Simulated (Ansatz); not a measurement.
## Geometry relaxation, with input and output: Si2H7ClO (part 1 of 2)

The run: geometry relaxation of Si2H7ClO. Method and program: RKS PBE0-D4/def2-TZVP (Ansatz 0.2.0).

The geometry is a transition state displaced along its imaginary mode. The reaction was set up to form Si1–Cl8 and H2–H7 and to break Si1–H2 and H7–Cl8 (atoms counted from 1 in the order of the input); sticks are drawn by distance alone. Figures and captions count atoms from 1; the log counts them from 0 in places.

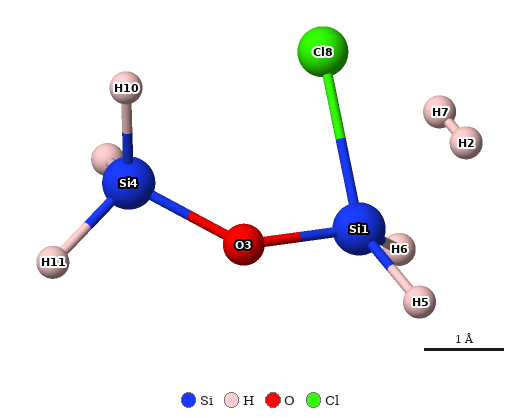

*The starting structure (ball-and-stick view, seen at a tilt; atoms are numbered from 1 in the order of the input).*

Bond lengths as drawn: Cl–Si 2.39 Å, H–H 0.60 Å, H–Si 1.45 to 1.53 Å and O–Si 1.60 to 1.67 Å.

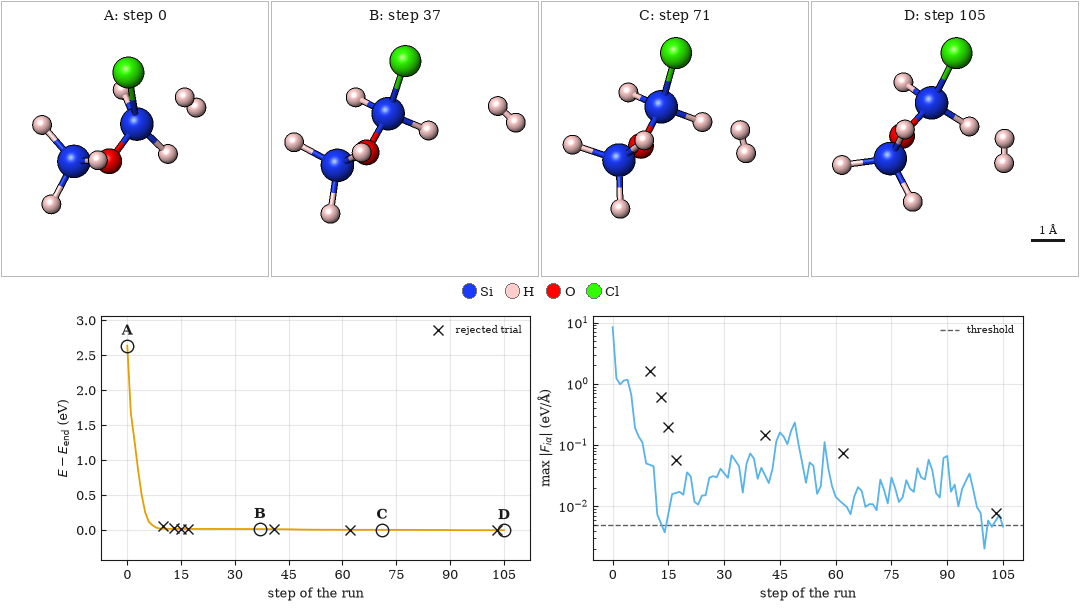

*Frames of the relaxation (ball-and-stick view, seen at a tilt) above the curves, on which the letters mark them (the first geometry is step 0 here and step 1 in the log).*

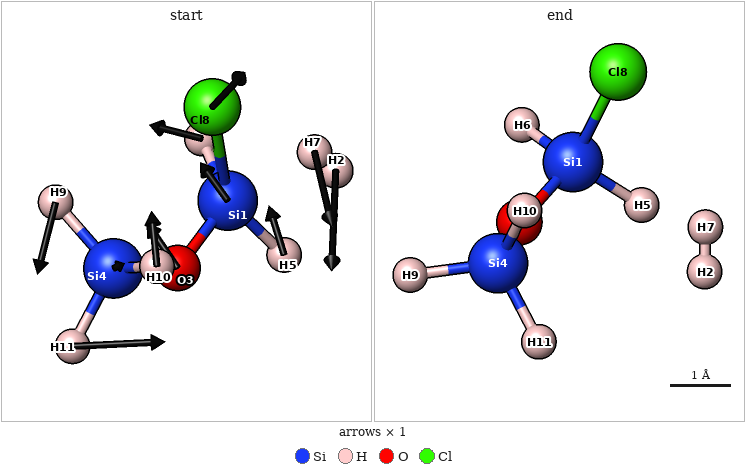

*Before (left) and after (right) the relaxation, at one scale (ball-and-stick view, seen at a tilt). The black arrows give the displacements, at true length.*

Over 105 geometry steps the energy falls by 2.639 eV. Largest force component: 8.4 eV/Å at the start, 0.0046 eV/Å at the end. The line search rejected the trial steps at points 10, 13, 15, 17, 41, 62, 103 (counted from 0) and went back. The largest move after the best rigid fit is that of H2, 2.17 Å. Largest moves by element: H 2.17 Å, Cl 1.29 Å, O 0.96 Å, Si 0.89 Å. Distances before and after: Si1–Cl8 2.392 → 2.054 Å, H2–H7 0.601 → 0.747 Å, Si1–H5 1.529 → 1.478 Å, O3–Si4 1.665 → 1.641 Å. Among the angles that change: H5–Si1–Cl8 147.2° → 107.3°, O3–Si1–H6 130.5° → 109.1°, H6–Si1–Cl8 88.6° → 107.6°. (Atoms are counted from 1 in the order of the input.)

The input and output of the run follow.

### Input
```yaml
crystal:
  periodic: [false, false, false]
  atoms:
    - {symbol: Si, position_ang: [-0.748049, 0.873513, -0.314393]}
    - {symbol: H, position_ang: [0.394217, 2.168310, -1.211348]}
    - {symbol: O, position_ang: [-0.511457, -0.702713, -0.412439]}
    - {symbol: Si, position_ang: [0.337757, -1.819974, 0.484460]}
    - {symbol: H, position_ang: [-1.355324, 1.099959, -1.699271]}
    - {symbol: H, position_ang: [-1.549793, 1.651851, 0.615476]}
    - {symbol: H, position_ang: [0.687687, 2.035517, -0.704214]}
    - {symbol: Cl, position_ang: [1.129284, 1.185980, 1.134683]}
    - {symbol: H, position_ang: [0.121974, -1.603696, 1.927378]}
    - {symbol: H, position_ang: [1.765991, -1.787383, 0.120310]}
    - {symbol: H, position_ang: [-0.272388, -3.101264, 0.059257]}
basis:
  gaussian: {orbitals: def2-TZVP}
hamiltonian: {xc: pbe0, dispersion: d4}
relax: {f_tol: 0.005, max_steps: 200}
```

Command:
```bash
ansatz run in.yaml --threads 4 --pin off --events-out ev --progress --plain --max-ram 9574MiB
```

### Output
```
Functional definition: PBE0
  name "PBE0"
  cite "Adamo & Barone, J. Chem. Phys. 110, 6158 (1999) doi:10.1063/1.478522"
  cite "Perdew, Burke & Ernzerhof, Phys. Rev. Lett. 77, 3865 (1996) doi:10.1103/PhysRevLett.77.3865"
  parent pbe
  parameter a = 0.25
  parameter kappa = 0.804
  parameter beta = 0.06672455060314922
  exchange = (1 - a)*pbe_x(kappa = kappa, mu = beta*pi^2/3) + a*exact_x
  correlation = pbe_c(beta = beta)
1263 factors; their error is unknown
mean field evaluation 1: about -30423.4262 eV, gradient 5.2e1 eV
mean field evaluation 2: about -30412.8061 eV, gradient 9.1e1 eV
mean field evaluation 4: about -30427.7445 eV, gradient 3.7e0 eV
mean field evaluation 8: about -30427.7720 eV, gradient 2.5e-2 eV
mean field evaluation 16: about -30427.8778 eV, gradient 1.2e-5 eV
mean field -30427.87780129 eV, -1118.2038844412 hartree, gradient 1.2e-5 eV, S^2 0.000000; 0 other end points of the search recorded, 0 dependent functions left out
the calculation of the forces begins
reference -30427.87783719 eV, -1118.2038857605 hartree; 30, 30 occupied and 154, 154 virtual orbitals, 1263 factors
relax step   1: F+E_penalty+E_count = -30428.11116419 eV  Δ(F+E_penalty+E_count) = +0.000e0 eV  max|allowed force component| = 8.382e0 eV/Å  Δτ_max = 0.0000 Å  (27 SCF iters, accepted)
these checks for a lower state are left out or cut short: starts, cluster_reference, orbital_swaps, neighbouring_geometries, increment
1263 factors; their error is unknown
mean field -30428.84418490 eV, -1118.2393983836 hartree, gradient 7.0e-6 eV, S^2 0.000000; 0 other end points of the search recorded, 0 dependent functions left out
the calculation of the forces begins
reference -30428.84422100 eV, -1118.2393997103 hartree; 30, 30 occupied and 154, 154 virtual orbitals, 1263 factors
relax step   2: F+E_penalty+E_count = -30429.07734569 eV  Δ(F+E_penalty+E_count) = -9.662e-1 eV  max|allowed force component| = 1.229e0 eV/Å  Δτ_max = 0.1946 Å  (30 SCF iters, accepted)
[... from here on the SCF iterations and repeated set-up lines of each step are left out, up to the last step ...]
relax step   3: F+E_penalty+E_count = -30429.46460586 eV  Δ(F+E_penalty+E_count) = -3.873e-1 eV  max|allowed force component| = 9.787e-1 eV/Å  Δτ_max = 0.1951 Å  (29 SCF iters, accepted)
relax step   4: F+E_penalty+E_count = -30429.88551652 eV  Δ(F+E_penalty+E_count) = -4.209e-1 eV  max|allowed force component| = 1.130e0 eV/Å  Δτ_max = 0.1962 Å  (29 SCF iters, accepted)
relax step   5: F+E_penalty+E_count = -30430.24213024 eV  Δ(F+E_penalty+E_count) = -3.566e-1 eV  max|allowed force component| = 1.161e0 eV/Å  Δτ_max = 0.1961 Å  (28 SCF iters, accepted)
relax step   6: F+E_penalty+E_count = -30430.49733068 eV  Δ(F+E_penalty+E_count) = -2.552e-1 eV  max|allowed force component| = 6.620e-1 eV/Å  Δτ_max = 0.1998 Å  (29 SCF iters, accepted)
relax step   7: F+E_penalty+E_count = -30430.62969991 eV  Δ(F+E_penalty+E_count) = -1.324e-1 eV  max|allowed force component| = 1.903e-1 eV/Å  Δτ_max = 0.2000 Å  (28 SCF iters, accepted)
relax step   8: F+E_penalty+E_count = -30430.67872251 eV  Δ(F+E_penalty+E_count) = -4.902e-2 eV  max|allowed force component| = 1.375e-1 eV/Å  Δτ_max = 0.2000 Å  (27 SCF iters, accepted)
relax step   9: F+E_penalty+E_count = -30430.71201751 eV  Δ(F+E_penalty+E_count) = -3.329e-2 eV  max|allowed force component| = 1.101e-1 eV/Å  Δτ_max = 0.2000 Å  (29 SCF iters, accepted)
relax step  10: F+E_penalty+E_count = -30430.72723035 eV  Δ(F+E_penalty+E_count) = -1.521e-2 eV  max|allowed force component| = 5.003e-2 eV/Å  Δτ_max = 0.2000 Å  (28 SCF iters, accepted)
relax step  11: F+E_penalty+E_count = -30430.68374302 eV  Δ(F+E_penalty+E_count) = +4.349e-2 eV  max|allowed force component| = 1.623e0 eV/Å  Δτ_max = 0.1339 Å  (28 SCF iters, rejected (line search))
relax step  12: F+E_penalty+E_count = -30430.72941426 eV  Δ(F+E_penalty+E_count) = -2.184e-3 eV  max|allowed force component| = 4.496e-2 eV/Å  Δτ_max = 0.0659 Å  (29 SCF iters, accepted)
relax step  13: F+E_penalty+E_count = -30430.73122996 eV  Δ(F+E_penalty+E_count) = -1.816e-3 eV  max|allowed force component| = 7.317e-3 eV/Å  Δτ_max = 0.0866 Å  (29 SCF iters, accepted)
relax step  14: F+E_penalty+E_count = -30430.72495963 eV  Δ(F+E_penalty+E_count) = +6.270e-3 eV  max|allowed force component| = 6.194e-1 eV/Å  Δτ_max = 0.1464 Å  (28 SCF iters, rejected (line search))
relax step  15: F+E_penalty+E_count = -30430.73180146 eV  Δ(F+E_penalty+E_count) = -5.715e-4 eV  max|allowed force component| = 3.749e-3 eV/Å  Δτ_max = 0.0553 Å  (29 SCF iters, accepted)
relax step  16: F+E_penalty+E_count = -30430.73144035 eV  Δ(F+E_penalty+E_count) = +3.611e-4 eV  max|allowed force component| = 1.986e-1 eV/Å  Δτ_max = 0.0732 Å  (29 SCF iters, rejected (line search))
relax step  17: F+E_penalty+E_count = -30430.73202028 eV  Δ(F+E_penalty+E_count) = -2.188e-4 eV  max|allowed force component| = 1.578e-2 eV/Å  Δτ_max = 0.0358 Å  (29 SCF iters, accepted)
relax step  18: F+E_penalty+E_count = -30430.73198487 eV  Δ(F+E_penalty+E_count) = +3.540e-5 eV  max|allowed force component| = 5.678e-2 eV/Å  Δτ_max = 0.0372 Å  (29 SCF iters, rejected (line search))
relax step  19: F+E_penalty+E_count = -30430.73211297 eV  Δ(F+E_penalty+E_count) = -9.269e-5 eV  max|allowed force component| = 1.719e-2 eV/Å  Δτ_max = 0.0182 Å  (30 SCF iters, accepted)
relax step  20: F+E_penalty+E_count = -30430.73218470 eV  Δ(F+E_penalty+E_count) = -7.173e-5 eV  max|allowed force component| = 1.542e-2 eV/Å  Δτ_max = 0.0183 Å  (31 SCF iters, accepted)
relax step  21: F+E_penalty+E_count = -30430.73223872 eV  Δ(F+E_penalty+E_count) = -5.402e-5 eV  max|allowed force component| = 3.572e-2 eV/Å  Δτ_max = 0.0274 Å  (29 SCF iters, accepted)
relax step  22: F+E_penalty+E_count = -30430.73226858 eV  Δ(F+E_penalty+E_count) = -2.985e-5 eV  max|allowed force component| = 3.057e-2 eV/Å  Δτ_max = 0.0082 Å  (22 SCF iters, accepted)
relax step  23: F+E_penalty+E_count = -30430.73231169 eV  Δ(F+E_penalty+E_count) = -4.312e-5 eV  max|allowed force component| = 1.178e-2 eV/Å  Δτ_max = 0.0125 Å  (31 SCF iters, accepted)
relax step  24: F+E_penalty+E_count = -30430.73237263 eV  Δ(F+E_penalty+E_count) = -6.094e-5 eV  max|allowed force component| = 1.065e-2 eV/Å  Δτ_max = 0.0282 Å  (29 SCF iters, accepted)
relax step  25: F+E_penalty+E_count = -30430.73242406 eV  Δ(F+E_penalty+E_count) = -5.143e-5 eV  max|allowed force component| = 1.489e-2 eV/Å  Δτ_max = 0.0335 Å  (30 SCF iters, accepted)
relax step  26: F+E_penalty+E_count = -30430.73247234 eV  Δ(F+E_penalty+E_count) = -4.828e-5 eV  max|allowed force component| = 1.512e-2 eV/Å  Δτ_max = 0.0308 Å  (29 SCF iters, accepted)
relax step  27: F+E_penalty+E_count = -30430.73253478 eV  Δ(F+E_penalty+E_count) = -6.243e-5 eV  max|allowed force component| = 2.924e-2 eV/Å  Δτ_max = 0.0450 Å  (28 SCF iters, accepted)
relax step  28: F+E_penalty+E_count = -30430.73262160 eV  Δ(F+E_penalty+E_count) = -8.682e-5 eV  max|allowed force component| = 3.094e-2 eV/Å  Δτ_max = 0.0243 Å  (29 SCF iters, accepted)
relax step  29: F+E_penalty+E_count = -30430.73284585 eV  Δ(F+E_penalty+E_count) = -2.243e-4 eV  max|allowed force component| = 2.971e-2 eV/Å  Δτ_max = 0.0639 Å  (28 SCF iters, accepted)
relax step  30: F+E_penalty+E_count = -30430.73299567 eV  Δ(F+E_penalty+E_count) = -1.498e-4 eV  max|allowed force component| = 4.096e-2 eV/Å  Δτ_max = 0.0762 Å  (29 SCF iters, accepted)
relax step  31: F+E_penalty+E_count = -30430.73309822 eV  Δ(F+E_penalty+E_count) = -1.026e-4 eV  max|allowed force component| = 3.443e-2 eV/Å  Δτ_max = 0.0273 Å  (30 SCF iters, accepted)
relax step  32: F+E_penalty+E_count = -30430.73332962 eV  Δ(F+E_penalty+E_count) = -2.314e-4 eV  max|allowed force component| = 2.909e-2 eV/Å  Δτ_max = 0.0663 Å  (28 SCF iters, accepted)
relax step  33: F+E_penalty+E_count = -30430.73344278 eV  Δ(F+E_penalty+E_count) = -1.132e-4 eV  max|allowed force component| = 6.786e-2 eV/Å  Δτ_max = 0.1043 Å  (29 SCF iters, accepted)
relax step  34: F+E_penalty+E_count = -30430.73359369 eV  Δ(F+E_penalty+E_count) = -1.509e-4 eV  max|allowed force component| = 5.551e-2 eV/Å  Δτ_max = 0.0063 Å  (22 SCF iters, accepted)
relax step  35: F+E_penalty+E_count = -30430.73369374 eV  Δ(F+E_penalty+E_count) = -1.000e-4 eV  max|allowed force component| = 4.500e-2 eV/Å  Δτ_max = 0.0285 Å  (29 SCF iters, accepted)
relax step  36: F+E_penalty+E_count = -30430.73391123 eV  Δ(F+E_penalty+E_count) = -2.175e-4 eV  max|allowed force component| = 1.670e-2 eV/Å  Δτ_max = 0.0317 Å  (28 SCF iters, accepted)
relax step  37: F+E_penalty+E_count = -30430.73418617 eV  Δ(F+E_penalty+E_count) = -2.749e-4 eV  max|allowed force component| = 4.957e-2 eV/Å  Δτ_max = 0.1286 Å  (28 SCF iters, accepted)
relax step  38: F+E_penalty+E_count = -30430.73418698 eV  Δ(F+E_penalty+E_count) = -8.138e-7 eV  max|allowed force component| = 7.283e-2 eV/Å  Δτ_max = 0.1333 Å  (27 SCF iters, accepted)
relax step  39: F+E_penalty+E_count = -30430.73468287 eV  Δ(F+E_penalty+E_count) = -4.959e-4 eV  max|allowed force component| = 6.000e-2 eV/Å  Δτ_max = 0.0264 Å  (29 SCF iters, accepted)
relax step  40: F+E_penalty+E_count = -30430.73496352 eV  Δ(F+E_penalty+E_count) = -2.806e-4 eV  max|allowed force component| = 2.805e-2 eV/Å  Δτ_max = 0.0500 Å  (29 SCF iters, accepted)
relax step  41: F+E_penalty+E_count = -30430.73549801 eV  Δ(F+E_penalty+E_count) = -5.345e-4 eV  max|allowed force component| = 4.247e-2 eV/Å  Δτ_max = 0.1949 Å  (27 SCF iters, accepted)
relax step  42: F+E_penalty+E_count = -30430.73528860 eV  Δ(F+E_penalty+E_count) = +2.094e-4 eV  max|allowed force component| = 1.449e-1 eV/Å  Δτ_max = 0.1921 Å  (29 SCF iters, rejected (line search))
relax step  43: F+E_penalty+E_count = -30430.73620184 eV  Δ(F+E_penalty+E_count) = -7.038e-4 eV  max|allowed force component| = 2.386e-2 eV/Å  Δτ_max = 0.0920 Å  (29 SCF iters, accepted)
relax step  44: F+E_penalty+E_count = -30430.73666351 eV  Δ(F+E_penalty+E_count) = -4.617e-4 eV  max|allowed force component| = 4.117e-2 eV/Å  Δτ_max = 0.0968 Å  (28 SCF iters, accepted)
relax step  45: F+E_penalty+E_count = -30430.73724221 eV  Δ(F+E_penalty+E_count) = -5.787e-4 eV  max|allowed force component| = 1.137e-1 eV/Å  Δτ_max = 0.1468 Å  (29 SCF iters, accepted)
relax step  46: F+E_penalty+E_count = -30430.73759217 eV  Δ(F+E_penalty+E_count) = -3.500e-4 eV  max|allowed force component| = 1.605e-1 eV/Å  Δτ_max = 0.1050 Å  (28 SCF iters, accepted)
relax step  47: F+E_penalty+E_count = -30430.73811337 eV  Δ(F+E_penalty+E_count) = -5.212e-4 eV  max|allowed force component| = 1.368e-1 eV/Å  Δτ_max = 0.0582 Å  (29 SCF iters, accepted)
relax step  48: F+E_penalty+E_count = -30430.73983219 eV  Δ(F+E_penalty+E_count) = -1.719e-3 eV  max|allowed force component| = 1.033e-1 eV/Å  Δτ_max = 0.1973 Å  (28 SCF iters, accepted)
relax step  49: F+E_penalty+E_count = -30430.74087746 eV  Δ(F+E_penalty+E_count) = -1.045e-3 eV  max|allowed force component| = 1.708e-1 eV/Å  Δτ_max = 0.1953 Å  (29 SCF iters, accepted)
relax step  50: F+E_penalty+E_count = -30430.74125646 eV  Δ(F+E_penalty+E_count) = -3.790e-4 eV  max|allowed force component| = 2.329e-1 eV/Å  Δτ_max = 0.1043 Å  (29 SCF iters, accepted)
relax step  51: F+E_penalty+E_count = -30430.74210713 eV  Δ(F+E_penalty+E_count) = -8.507e-4 eV  max|allowed force component| = 1.022e-1 eV/Å  Δτ_max = 0.0381 Å  (30 SCF iters, accepted)
relax step  52: F+E_penalty+E_count = -30430.74252303 eV  Δ(F+E_penalty+E_count) = -4.159e-4 eV  max|allowed force component| = 5.057e-2 eV/Å  Δτ_max = 0.0191 Å  (31 SCF iters, accepted)
relax step  53: F+E_penalty+E_count = -30430.74306015 eV  Δ(F+E_penalty+E_count) = -5.371e-4 eV  max|allowed force component| = 2.412e-2 eV/Å  Δτ_max = 0.0799 Å  (28 SCF iters, accepted)
relax step  54: F+E_penalty+E_count = -30430.74332299 eV  Δ(F+E_penalty+E_count) = -2.628e-4 eV  max|allowed force component| = 5.185e-2 eV/Å  Δτ_max = 0.0795 Å  (29 SCF iters, accepted)
relax step  55: F+E_penalty+E_count = -30430.74346580 eV  Δ(F+E_penalty+E_count) = -1.428e-4 eV  max|allowed force component| = 4.575e-2 eV/Å  Δτ_max = 0.0296 Å  (29 SCF iters, accepted)
relax step  56: F+E_penalty+E_count = -30430.74369078 eV  Δ(F+E_penalty+E_count) = -2.250e-4 eV  max|allowed force component| = 1.596e-2 eV/Å  Δτ_max = 0.0342 Å  (28 SCF iters, accepted)
relax step  57: F+E_penalty+E_count = -30430.74387290 eV  Δ(F+E_penalty+E_count) = -1.821e-4 eV  max|allowed force component| = 2.134e-2 eV/Å  Δτ_max = 0.0204 Å  (29 SCF iters, accepted)
relax step  58: F+E_penalty+E_count = -30430.74389293 eV  Δ(F+E_penalty+E_count) = -2.003e-5 eV  max|allowed force component| = 1.115e-1 eV/Å  Δτ_max = 0.0471 Å  (28 SCF iters, accepted)
relax step  59: F+E_penalty+E_count = -30430.74419005 eV  Δ(F+E_penalty+E_count) = -2.971e-4 eV  max|allowed force component| = 4.178e-2 eV/Å  Δτ_max = 0.0154 Å  (29 SCF iters, accepted)
relax step  60: F+E_penalty+E_count = -30430.74431748 eV  Δ(F+E_penalty+E_count) = -1.274e-4 eV  max|allowed force component| = 2.139e-2 eV/Å  Δτ_max = 0.0077 Å  (30 SCF iters, accepted)
relax step  61: F+E_penalty+E_count = -30430.74453640 eV  Δ(F+E_penalty+E_count) = -2.189e-4 eV  max|allowed force component| = 1.418e-2 eV/Å  Δτ_max = 0.0256 Å  (29 SCF iters, accepted)
relax step  62: F+E_penalty+E_count = -30430.74460317 eV  Δ(F+E_penalty+E_count) = -6.677e-5 eV  max|allowed force component| = 1.238e-2 eV/Å  Δτ_max = 0.0221 Å  (29 SCF iters, accepted)
relax step  63: F+E_penalty+E_count = -30430.74373810 eV  Δ(F+E_penalty+E_count) = +8.651e-4 eV  max|allowed force component| = 7.440e-2 eV/Å  Δτ_max = 0.0582 Å  (28 SCF iters, rejected (line search))
relax step  64: F+E_penalty+E_count = -30430.74465047 eV  Δ(F+E_penalty+E_count) = -4.730e-5 eV  max|allowed force component| = 9.684e-3 eV/Å  Δτ_max = 0.0127 Å  (31 SCF iters, accepted)
relax step  65: F+E_penalty+E_count = -30430.74467242 eV  Δ(F+E_penalty+E_count) = -2.196e-5 eV  max|allowed force component| = 7.397e-3 eV/Å  Δτ_max = 0.0040 Å  (22 SCF iters, accepted)
relax step  66: F+E_penalty+E_count = -30430.74470793 eV  Δ(F+E_penalty+E_count) = -3.550e-5 eV  max|allowed force component| = 1.444e-2 eV/Å  Δτ_max = 0.0077 Å  (31 SCF iters, accepted)
relax step  67: F+E_penalty+E_count = -30430.74471702 eV  Δ(F+E_penalty+E_count) = -9.090e-6 eV  max|allowed force component| = 2.048e-2 eV/Å  Δτ_max = 0.0299 Å  (29 SCF iters, accepted)
relax step  68: F+E_penalty+E_count = -30430.74476002 eV  Δ(F+E_penalty+E_count) = -4.300e-5 eV  max|allowed force component| = 1.771e-2 eV/Å  Δτ_max = 0.0193 Å  (29 SCF iters, accepted)
relax step  69: F+E_penalty+E_count = -30430.74479301 eV  Δ(F+E_penalty+E_count) = -3.300e-5 eV  max|allowed force component| = 9.743e-3 eV/Å  Δτ_max = 0.0120 Å  (30 SCF iters, accepted)
relax step  70: F+E_penalty+E_count = -30430.74482822 eV  Δ(F+E_penalty+E_count) = -3.520e-5 eV  max|allowed force component| = 1.079e-2 eV/Å  Δτ_max = 0.0320 Å  (30 SCF iters, accepted)
relax step  71: F+E_penalty+E_count = -30430.74485299 eV  Δ(F+E_penalty+E_count) = -2.478e-5 eV  max|allowed force component| = 1.079e-2 eV/Å  Δτ_max = 0.0113 Å  (22 SCF iters, accepted)
```
